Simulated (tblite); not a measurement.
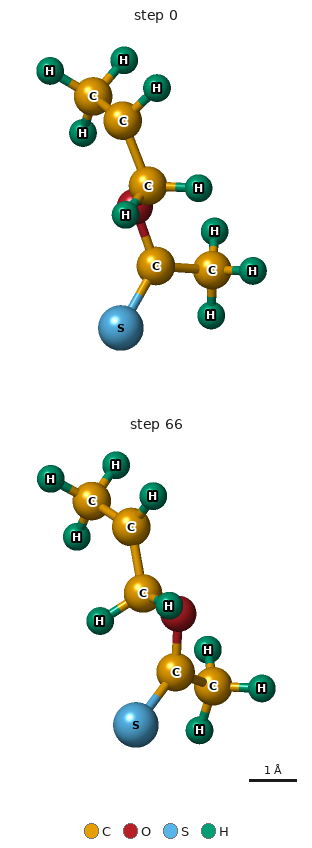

The structure of C5H9OS (multiplicity 2) before (top) and after (bottom) a relaxation, at one scale.

Style: ball-and-stick. Shown from a free direction.

All numbers below come from GFN2-xTB geometry optimisation, gas phase (tblite 0.8.0). 

What changed between the two?

The energy falls by 99.5 kJ/mol in 66 geometry steps. The largest move after the best rigid fit is that of an H atom, 1.05 Å. Largest moves by element: H 1.05 Å, O 0.98 Å, S 0.58 Å, C 0.46 Å. Near-neighbour distances that change, for instance: C–O 1.388 → 1.315 Å, C–C 1.521 → 1.465 Å, C–H 1.131 → 1.090 Å, C–H 1.115 → 1.075 Å. Bond angles that change, for instance: C–C–C 113.7° → 121.4°, O–C–H 111.8° → 105.8°, C–C–H 113.1° → 119.1°. Groups turn about C–O by about 75°, C–O by about 25°. Cost: 0.32 s on 1 thread of Arm Neoverse V2, on a shared host.
